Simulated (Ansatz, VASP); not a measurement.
**Cross-check of ZnCdSO between VASP and Ansatz**

One calculation is typed for both programs; each brings its own data sets and cutoff. How far apart do they land? The cell is invented: As first built, before any earlier steps moved the atoms: it takes the ZnCdSeS structure with some of its atoms replaced by other elements, volume scaled by an estimate. It may not be a known or stable phase. The cell is a member of a volume series, scaled by 0.94 from a relaxed one, so a pressure remains.

Calculated with Ansatz 0.2.0; plane waves, with VASP 6.6.1 beside it; single point at r2SCAN.

## (1) Set-up

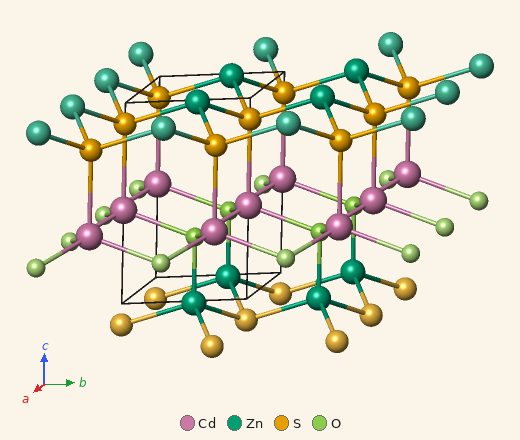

The cell as given, slightly off an axis (cadmium pink, zinc teal, sulfur orange, oxygen green). 2×2×1 cells are drawn. Some periodic images of atoms are drawn too.

## (2) Ansatz: single point, r2SCAN

Ansatz runs on its default PAW (the set named soft_2) files.

With cell and atoms fixed, the geometry can't cause a difference; cores, projectors, grids and the points listed under the comparison can.

File input.yaml:

```yaml
crystal:
  lattice:
    - [3.6593137545, 0.0, 0.0]
    - [-1.8296568773, 3.1690589201, 0.0]
    - [0.0, 0.0, 5.8337069339]
  atoms:
    - { symbol: Cd, position: [0.0, 0.0, 0.4654295487] }
    - { symbol: Zn, position: [0.33333333, 0.66666667, 0.0314759406] }
    - { symbol: S, position: [0.0, 0.0, 0.8949359676] }
    - { symbol: O, position: [0.33333333, 0.66666667, 0.3601585432] }
hamiltonian:
  xc: r2scan
  pseudopotentials: { kind: paw }
kpoints:
  mp_grid: { grid: [7, 7, 4] }
scf:
  occupations: { method: gaussian, width: 0.05 }
  n_extra_bands: 5
output:
  forces: true
  stress: true
  eigenvalues: true
```

Run with:

```bash
$ ansatz run input.yaml --threads 2 --pin off --max-ram 4608MiB --backend cpu --events-out ev --progress --plain --runs-dir out
```

Numbers of over 12 decimals in the logs are rounded to 6 here.

Output:

```text
scf.n_extra_bands = 5 over 22 filled bands (N_el = 44.0): the run solves 27 bands
Engine: ansatz 0.2.0, x86_64-unknown-linux-gnu
Pseudopotentials: kind: paw
Pseudopotential: Cd, paw, valence charge 20, recommended cutoff 500 eV (meta_gga), Cd.paw.azcp
Pseudopotential: Zn, paw, valence charge 12, recommended cutoff 500 eV (meta_gga), Zn.paw.azcp
Pseudopotential: S, paw, valence charge 6, recommended cutoff 500 eV (meta_gga), S.paw.azcp
Pseudopotential: O, paw, valence charge 6, recommended cutoff 500 eV (meta_gga), O.paw.azcp
Functional definition: r2SCAN
  parameter k0 = 0.174
  parameter k1 = 0.065
  parameter a1 = 4.9479
  exchange = r2scan_x(k0 = k0, k1 = k1, a1 = a1)
  correlation = r2scan_c
Crystal: 4 atoms, lattice volume = 67.651 Å³
Basis set: ecut = 500 eV, 1725 PW (Γ), exchange–correlation on 108×108×180 points (64 copies of the dense FFT grid, shifted against one another)
Bands: 27, of which v1, the nominal top of the filled ones, is band 22 counted from 1 (21 counted from 0)
Symmetry: 6 space group operations
Space group: P3m1 (ITA 156), of the structure as read, at distance tolerance 4.1e-5 Å
k-points: 28 of 196 (time reversal used)
Non-local potential: Cd, projectors of the file, l = 0: 3, l = 1: 2, l = 2: 2, l = 3: 1
Non-local potential: Zn, projectors of the file, l = 0: 2, l = 1: 2, l = 2: 3, l = 3: 1
Non-local potential: S, projectors of the file, l = 0: 2, l = 1: 2, l = 2: 2
Non-local potential: O, projectors of the file, l = 0: 2, l = 1: 2, l = 2: 1
PAW form: soft (Blöchl's): semilocal exchange-correlation on the pseudo side does not see the compensation charge
PAW frozen core: Cd, regenerated for the run's functional (the file was generated under x = pbe(κ = 0.804, μ = 0.219515), c = pbe(β = 0.066725))
PAW frozen core: Zn, regenerated for the run's functional (the file was generated under x = pbe(κ = 0.804, μ = 0.219515), c = pbe(β = 0.066725))
PAW frozen core: S, regenerated for the run's functional (the file was generated under x = pbe(κ = 0.804, μ = 0.219515), c = pbe(β = 0.066725))
PAW frozen core: O, regenerated for the run's functional (the file was generated under x = pbe(κ = 0.804, μ = 0.219515), c = pbe(β = 0.066725))
PAW one-centre angular grid: Cd, 590 points (default); XC on 160 Gauss nodes
PAW one-centre angular grid: Zn, 590 points (default); XC on 261 of its mesh's 2673 points in the sphere
PAW one-centre angular grid: S, 302 points (default); XC on 160 Gauss nodes
PAW one-centre angular grid: O, 302 points (default); XC on 160 Gauss nodes
Initial density: superposition of atomic densities (neutral atoms: chi_scale 0, normalization atom), corrected by the library's trained network
Initial wavefunctions: pseudopotential atomic-orbital guess
Functional: x = r2scan, c = r2scan; τ floored in thin density (d = 2e-4 eV/Å³)
SCF iter   1: F=—  HF=-13069.997012 eV  |F-HF|=—  |Δ(HF+E_count)|=         —  Δρ=1.46e-2  dr2=9.31e-2  dr2_τ=7.59e-2  ethr=1.77e-3  ⟨swp⟩=6.0  Hψ=3322  notcnv=0
preconditioner: auto → Resta (q_TF=auto, 2.540 Å⁻¹)  ε∞=5.4  [insulator: Δε(μ)=0.696 eV  Ē_g=12.938 eV  σ=0.050 eV  W_gap=1.00  n_scr=22 (ndim 8)  ℏωp=27.1 eV  f_vac=0.077  D(μ)=0.00/eV (n_scr^D=0)  ε∞_Penn≈5.4]
SCF iter   2: F=—  HF=-13070.021722 eV  |F-HF|=—  |Δ(HF+E_count)|=   2.47e-2  Δρ=4.25e-3  dr2=6.86e-3  dr2_τ=1.76e-3  ethr=2.12e-4  ⟨swp⟩=2.1  Hψ=1598  notcnv=0  defer=28
SCF iter   3: F=—  HF=-13070.020312 eV  |F-HF|=—  |Δ(HF+E_count)|=   1.41e-3  Δρ=3.58e-3  dr2=4.87e-3  dr2_τ=3.05e-4  ethr=1.56e-5  ⟨swp⟩=2.0  Hψ=1179  notcnv=0  defer=28
SCF iter   4: F=—  HF=-13070.020058 eV  |F-HF|=—  |Δ(HF+E_count)|=   2.55e-4  Δρ=9.70e-4  dr2=7.46e-4  dr2_τ=7.52e-5  ethr=1.11e-5  ⟨swp⟩=2.1  Hψ=978  notcnv=0  defer=28
SCF iter   5: F=—  HF=-13070.019977 eV  |F-HF|=—  |Δ(HF+E_count)|=   8.09e-5  Δρ=3.24e-4  dr2=9.56e-5  dr2_τ=5.27e-6  ethr=1.70e-6  ⟨swp⟩=2.0  Hψ=1335  notcnv=0  defer=28
SCF iter   6: F=—  HF=-13070.020009 eV  |F-HF|=—  |Δ(HF+E_count)|=   3.16e-5  Δρ=1.43e-4  dr2=2.24e-5  dr2_τ=1.20e-6  ethr=2.17e-7  ⟨swp⟩=2.9  Hψ=1329  notcnv=0  defer=28
SCF iter   7: F=—  HF=-13070.020005 eV  |F-HF|=—  |Δ(HF+E_count)|=   3.81e-6  Δρ=3.90e-5  dr2=1.21e-6  dr2_τ=2.89e-8  ethr=5.09e-8  ⟨swp⟩=2.4  Hψ=1195  notcnv=0  defer=28
SCF iter   8: F=—  HF=-13070.020005 eV  |F-HF|=—  |Δ(HF+E_count)|=   2.11e-7  Δρ=1.78e-5  dr2=2.66e-7  dr2_τ=7.98e-9  ethr=2.75e-9  ⟨swp⟩=2.0  Hψ=1245  notcnv=0  defer=28
SCF iter   9: F=-13070.020005 eV  HF=-13070.020005 eV  |F-HF|=1.58e-10  |Δ(HF+E_count)|=   3.93e-8  Δρ=5.01e-6  dr2=1.67e-8  dr2_τ=9.32e-10  ethr=2.27e-10  ⟨swp⟩=8.5  Hψ=3286  notcnv=0
SCF 1 converged in 9 iterations: F = -13070.020005 eV  dr2 = 1.67e-8
  greatest PAW one-centre occupation: 1.002 electrons in one spin orbital (limit 2), on the Cd atom at site 0 (counted from 0), in its partial waves of l = 1
SCF converged after 9 iterations
Free energy (F): -13070.020005 eV
Harris-Foulkes:  -13070.020005 eV  (|F-HF|=1.58e-10)
Internal energy: -13070.020005 eV  (E = F + TS)
E sigma→0 (E₀):  -13070.020005 eV
Fermi energy:    8.416166 eV
--- Per-component energies (eV) ---
  E_band       = -466.552805
  E_kinetic    = 921.699773
  E_local      = -6013.918912  (includes V_loc(G=0)·N_el)
  E_nonlocal   = 730.948411
  E_hartree    = 2689.848940
  E_xc         = -458.503151
  E_vxc        = -500.965246  (∫ρ·V_xc dr)
  E_paw        = -6726.930671  (= ΣΔE_a)
  E_vpaw       = -1015.368741  (= ΣTr[D̂ρ^β])
  E_aug_tail   = 0.000953  (compensation charges beyond the density's cutoff)
  E_vtau       = 31.352724  (kinetic-family band-sum trace: ∫τ·v_τ [+ j·A + Jᵃ·Aᵃ] dr)
  E_ewald      = -4212.276253
  E_core_change = -0.889097  (= ΣΔE_core)
  E_smearing   = -0.000000  (= −TS)
  E_closure    = -0.000000  (closes the sum)
  Σ components = -13070.020005   (vs F -13070.020005, Δ=0.00e0)
--- Forces (eV/Å), atoms counted from 1 ---
  atom   1  Cd    -0.00000000     0.00000000     0.05314641
  atom   2  Zn     0.00000000    -0.00000000    -0.12754181
  atom   3  S     -0.00000000     0.00000000    -0.13133264
  atom   4  O     -0.00000000     0.00000000     0.20600036
  max |Σ_I F_I| component: 2.72e-4 eV/Å
--- Stress (GPa, compression-positive) ---
        5.785643       0.000000       0.000000
        0.000000       5.785643      -0.000000
        0.000000      -0.000000       5.863762
  P = ⅓ Tr σ = 5.8117 GPa (58.117 kbar)
--- Band table (eV; the first three rows and the last of 28) ---
  k-point 0: bands = [... 18 lower, 6.6859, 7.5268, 8.0908, 8.0908, 8.7388, 12.6914, 15.9092, 15.9092, ... 1 higher]
  k-point 1: bands = [... 18 lower, 6.7493, 6.7493, 8.0331, 8.0331, 9.9267, 12.6962, 15.4176, 15.9018, ... 1 higher]
  k-point 2: bands = [... 18 lower, 6.8193, 6.8193, 7.9687, 7.9687, 11.1408, 12.6201, 14.0291, 15.9011, ... 1 higher]
  k-point 27: bands = [... 18 lower, 4.7627, 5.4360, 6.1121, 6.9683, 12.9699, 14.2859, 14.6089, 15.5509, ... 1 higher]
```

The job ended after 3.6 s (2 threads of AMD EPYC 9R45, shared host; peak memory 0.55 GiB; 6.2 s of CPU time).

The run ends at a pressure of 5.81 GPa, with forces up to 0.21 eV/Å.

## (3) VASP: single point, r2SCAN

The same cell, functional, mesh and smearing now go to VASP, with its own data sets and cutoff.

Lines of VASP's logs that name or quote its potential files are left out, and so is its time.

File INCAR:

```
SYSTEM = ZnCdSO
PREC = Accurate
ENCUT = 520
EDIFF = 1E-06
NELM = 100
ISMEAR = 0
SIGMA = 0.05
LREAL = .FALSE.
ALGO = Normal
METAGGA = R2SCAN
LASPH = .TRUE.
NBANDS = 24
LORBIT = 11
LWAVE = .FALSE.
LCHARG = .FALSE.
KPAR = 2
ISIF = 2
```

File POSCAR:

```
ZnCdSO
1.0
    3.6593137545      0.0000000000      0.0000000000
   -1.8296568773      3.1690589201      0.0000000000
    0.0000000000      0.0000000000      5.8337069339
Cd Zn S O
1 1 1 1
Direct
    0.0000000000      0.0000000000      0.4654295487
    0.3333333300      0.6666666700      0.0314759406
    0.0000000000      0.0000000000      0.8949359676
    0.3333333300      0.6666666700      0.3601585432
```

File KPOINTS:

```
Automatic mesh
0
Gamma
7 7 4
0 0 0
```

PAW data sets: Cd, Zn, S and O (PBE family, release 64).

Run with:

```bash
$ mpirun -np 2 vasp_std
```

Output:

```text
[banner, memory and clock lines left out]
running    2 mpi-ranks, on    1 nodes
 distrk:  each k-point on    1 cores,    2 groups
 distr:  one band on    1 cores,    1 groups

 POSCAR found type information on POSCAR CdZnS O
 POSCAR found :  4 types and       4 ions
|                                                                             |
|               ----> ADVICE to this user running VASP <----                  |
|                                                                             |
|     You enforced a specific xc type in the INCAR file but a different       |
|     [... a line on the potential file left out ...]
|     I HOPE YOU KNOW WHAT YOU ARE DOING!                                     |
|                                                                             |

 LDA part: xc-table for (None), standard interpolation
 POSCAR, INCAR and KPOINTS ok, starting setup
 FFT: planning ... GRIDC
 FFT: planning ... GRID_SOFT
 FFT: planning ... GRID
 WAVECAR not read
 entering main loop
       N       E                     dE             d eps       ncg     rms          rms(c)
DAV:   1     0.245364259143E+03    0.24536E+03   -0.18313E+04  1344   0.176E+03
DAV:   2    -0.349276720899E+02   -0.28029E+03   -0.26804E+03  1464   0.408E+02
DAV:   3    -0.575666160401E+02   -0.22639E+02   -0.22480E+02  1672   0.120E+02
DAV:   4    -0.578815357805E+02   -0.31492E+00   -0.31482E+00  1472   0.149E+01
DAV:   5    -0.578851112754E+02   -0.35755E-02   -0.35753E-02  1720   0.151E+00    0.139E+01
DAV:   6    -0.470645508603E+02    0.10821E+02   -0.76789E+00  1760   0.608E+01    0.126E+01
DAV:   7    -0.473232985863E+02   -0.25875E+00   -0.36579E+00  1344   0.170E+01    0.797E+00
DAV:   8    -0.474054592484E+02   -0.82161E-01   -0.11210E+00  1704   0.107E+01    0.331E+00
DAV:   9    -0.473163328243E+02    0.89126E-01   -0.36195E-01  1528   0.634E+00    0.109E+00
DAV:  10    -0.473149719567E+02    0.13609E-02   -0.13792E-01  1464   0.335E+00    0.509E-01
DAV:  11    -0.473118899267E+02    0.30820E-02   -0.14917E-02  1584   0.105E+00    0.199E-01
DAV:  12    -0.473118515793E+02    0.38347E-04   -0.29567E-03  1384   0.392E-01    0.710E-02
DAV:  13    -0.473119706433E+02   -0.11906E-03   -0.44321E-04  1832   0.204E-01    0.682E-02
DAV:  14    -0.473119090081E+02    0.61635E-04   -0.25425E-04  1680   0.134E-01    0.270E-02
DAV:  15    -0.473119067484E+02    0.22597E-05   -0.34932E-05  1376   0.425E-02    0.558E-03
DAV:  16    -0.473119076610E+02   -0.91260E-06   -0.10708E-06  1120   0.163E-02
   1 F= -.47311908E+02 E0= -.47311908E+02  d E =-.277438E-16
```

From OUTCAR (step 3):

```text
ion  position               nearest neighbor table
   1  0.000  0.000  0.465-   4 2.20   4 2.20   4 2.20   3 2.51   2 3.30   2 3.30   2 3.30
   2  0.333  0.667  0.031-   4 1.92   3 2.26   3 2.26   3 2.26   1 3.30   1 3.30   1 3.30
   3  0.000  0.000  0.895-   2 2.26   2 2.26   2 2.26   1 2.51
   4  0.333  0.667  0.360-   2 1.92   1 2.20   1 2.20   1 2.20

  LATTYP: Found a hexagonal cell.
 ALAT       =     3.6593137545
 C/A-ratio  =     1.5942079104

 Subroutine GETGRP returns: Found  6 space group operations
 (whereof  6 operations were pure point group operations)

The static configuration has the point symmetry C_3v.

 Found     28 irreducible k-points:

   k-points           NKPTS =     28   k-points in BZ     NKDIM =     28   number of bands    NBANDS=     24

   dimension x,y,z NGX =    28 NGY =   28 NGZ =   48
   dimension x,y,z NGXF=    56 NGYF=   56 NGZF=   96

   ENCUT  =  520.0 eV  38.22 Ry    6.18 a.u.   6.80  6.80 10.85*2*pi/ulx,y,z

   NELECT =      36.0000    total number of electrons

 k-points in reciprocal lattice and weights: Automatic mesh
   0.00000000  0.00000000  0.00000000       0.005
   0.14285714 -0.00000000  0.00000000       0.031
   0.28571429  0.00000000  0.00000000       0.031
   0.42857143  0.00000000  0.00000000       0.031
   0.14285714  0.14285714  0.00000000       0.031
   0.28571429  0.14285714  0.00000000       0.061
   0.42857143  0.14285714  0.00000000       0.031
   0.28571429  0.28571429  0.00000000       0.031
   0.00000000  0.00000000  0.25000000       0.010
[...]
0.42857143  0.14285714  0.50000000       0.031
   0.28571429  0.28571429  0.50000000       0.031

 average (electrostatic) potential at core
       1 -43.7864       2 -41.5157       3 -91.6390       4 -76.1068

 E-fermi :   2.1381

 k-point     1 :       0.0000    0.0000    0.0000
  band No.  band energies     occupation
    ...
     14       0.4760      2.00000
     15       0.4760      2.00000
     16       1.3103      2.00000
     17       1.8643      2.00000
     18       1.8643      2.00000
     19       2.5199      0.00000
     20       6.4715      0.00000
     21       9.7135      0.00000
     22       9.7136      0.00000
     23      10.4713      0.00000
    ...

 k-point     2 :       0.1429   -0.0000    0.0000
  band No.  band energies     occupation
    ...
     14      -0.2458      2.00000
     15       0.2359      2.00000
     16       0.7671      2.00000
     17       1.1901      2.00000
     18       1.6377      2.00000
     19       3.3970      0.00000
     20       7.3547      0.00000
     21       9.2167      0.00000
     22      10.1881      0.00000
     23      10.3350      0.00000
    ...

 k-point     3 :       0.2857    0.0000    0.0000
  band No.  band energies     occupation
    ...
     14      -1.5839      2.00000
     15      -0.6060      2.00000
     16      -0.3066      2.00000
     17       0.7664      2.00000
     18       1.1904      2.00000
     19       4.8094      0.00000
     20       7.2776      0.00000
     21       8.6637      0.00000
     22       9.9422      0.00000
     23      11.2283      0.00000
    ...

  Total        2.7392332      2.7392336      2.7960418     -0.0000000      0.0000000      0.0000000
  in kB       64.8731543     64.8731645     66.2185516     -0.0000000      0.0000000      0.0000000
  external PRESSURE =      65.3216235 kB  Pullay stress =       0.0000000 kB

  energy-cutoff  :      520.00
  volume of cell :       67.65
      direct lattice vectors                 reciprocal lattice vectors
     3.659313754  0.000000000  0.000000000     0.273275282  0.157775546  0.000000000
    -1.829656877  3.169058920  0.000000000     0.000000000  0.315551091  0.000000000
     0.000000000  0.000000000  5.833706934     0.000000000  0.000000000  0.171417593

 POSITION                                       TOTAL-FORCE (eV/Angst)
 -----------------------------------------------------------------------------------
      0.00000      0.00000      2.71518         0.000000     -0.000000      0.107755
     -0.00000      2.11271      0.18362        -0.000000      0.000000     -0.202590
      0.00000      0.00000      5.22079         0.000000     -0.000000     -0.113977
     -0.00000      2.11271      2.10106        -0.000000      0.000000      0.208811
 -----------------------------------------------------------------------------------
    total drift:                                0.000003     -0.000011      0.013214

  FREE ENERGIE OF THE ION-ELECTRON SYSTEM (eV)
  ---------------------------------------------------
  free  energy   TOTEN  =       -47.3119076610 eV

  energy  without entropy=      -47.3119076610  energy(sigma->0) =      -47.31190766

 total charge
# of ion       s       p       d       tot
------------------------------------------
    1        0.353   0.293   9.634  10.280
    2        0.523   0.574   9.865  10.961
    3        1.306   2.507   0.000   3.812
    4        1.561   3.445   0.000   5.006
--------------------------------------------------
tot          3.742   6.819  19.498  30.059

[... 3 further parts left out ...]
```

The run ends at a pressure of 6.53 GPa, with forces up to 0.21 eV/Å.

## (4) Comparison

Known differences besides the PAW data sets themselves: VASP keeps PBE cores, Ansatz makes them for the functional; the data sets hold 44 valence electrons in Ansatz (default PAW (the set named soft_2) files) and 36 in VASP; the cutoff is 500 eV in Ansatz and 520 eV in VASP. Total energies have different zeros and are not compared.

Both answers:

| quantity | Ansatz | VASP | difference |
| --- | --- | --- | --- |
| pressure (GPa) | 5.81 | 6.53 | -0.72 |
| gap on the k mesh (eV) | 0.648 | 0.656 | -0.008 |

Forces (eV/Å; atoms numbered as in POSCAR):

| atom | Ansatz x, y, z | VASP x, y, z |
| --- | --- | --- |
| Cd1 | 0.000, 0.000, 0.053 | 0.000, 0.000, 0.108 |
| Zn2 | 0.000, 0.000, -0.128 | 0.000, 0.000, -0.203 |
| S3 | 0.000, 0.000, -0.131 | 0.000, 0.000, -0.114 |
| O4 | 0.000, 0.000, 0.206 | 0.000, 0.000, 0.209 |

The forces differ by 27 meV/Å r.m.s., which is 28.6 % of the r.m.s. force of 0.10 eV/Å (both taken over all components). Ansatz's pressure holds a Pulay correction of 0.07 GPa; VASP's holds none.

## (5) Further runs

The difference is large enough to ask for its cause, so further runs change the set-up of one program at a time, as the table lists.

| run | r.m.s. force difference (meV/Å) |
| --- | --- |
| as above | 27 |
| cores kept as stored, as VASP does | 27 |
| Ansatz's larger PAW set (cutoff 900 eV) | 28 |
| norm-conserving potentials (cutoff 1306 eV) | 29 |

## (6) Ansatz: single point, r2SCAN

A single point gives forces, pressure and levels at one fixed geometry, so differences don't come from the geometry; what else differs is listed under the comparison. The cell compared in this pair holds 70.53 Å³, against 67.65 Å³ for the pair before.

The cell is a member of a volume series, scaled by 0.98 from a relaxed one, so a pressure remains.

input.yaml, as its differences from that of step 2:

```diff
@@ -2,5 +2,5 @@
   lattice:
-    - [3.6593137545, 0.0, 0.0]
-    - [-1.8296568773, 3.1690589201, 0.0]
-    - [0.0, 0.0, 5.8337069339]
+    - [3.7104995971, 0.0, 0.0]
+    - [-1.8552497986, 3.2133871636, 0.0]
+    - [0.0, 0.0, 5.9153078092]
   atoms:
```

Run with:

```bash
$ ansatz run input.yaml --threads 2 --pin off --max-ram 4608MiB --backend cpu --events-out ev --progress --plain --runs-dir out
```

Output:

```text
[...]
Crystal: 4 atoms, lattice volume = 70.530 Å³
Basis set: ecut = 500 eV, 1785 PW (Γ), exchange–correlation on 120×120×180 points (64 copies of the dense FFT grid, shifted against one another)
Bands: 27, of which v1, the nominal top of the filled ones, is band 22 counted from 1 (21 counted from 0)
Symmetry: 6 space group operations
[...]
k-point 0: bands = [... 18 lower, 6.1230, 6.9229, 7.4488, 7.4488, 8.0766, 11.9169, 15.2789, 15.2789, ... 1 higher]
  k-point 1: bands = [... 18 lower, 6.1818, 6.1818, 7.3951, 7.3951, 9.2434, 11.9185, 14.6909, 15.2727, ... 1 higher]
  k-point 2: bands = [... 18 lower, 6.2466, 6.2466, 7.3353, 7.3353, 10.4162, 11.8196, 13.3933, 15.2729, ... 1 higher]
  k-point 27: bands = [... 18 lower, 4.3177, 4.9588, 5.6023, 6.3933, 12.3216, 13.6295, 13.7854, 14.7623, ... 1 higher]
[key lines of the parts left out:]
SCF converged after 9 iterations
Free energy (F): -13070.082771 eV
Fermi energy:    7.764050 eV
P = ⅓ Tr σ = 1.3409 GPa (13.409 kbar)
```

Wall time 2.7 s (2 threads); peak memory 0.59 GiB.

The run ends at a pressure of 1.34 GPa, with forces up to 0.071 eV/Å.

(Part 1 of 2 ends here.)

[Lines on the potential files, build, host, timing and source positions are cut from VASP's logs without a mark.]

[Logs are printed without paths, hosts, clocks, repeated set-up lines and the standing remarks that a program may print on its own settings, such as how far it seeks lower states.]

[Hosts, paths, dates, database ids (printed as entryN), source tags and the programs' standing remarks are cut or masked in the printed files.]
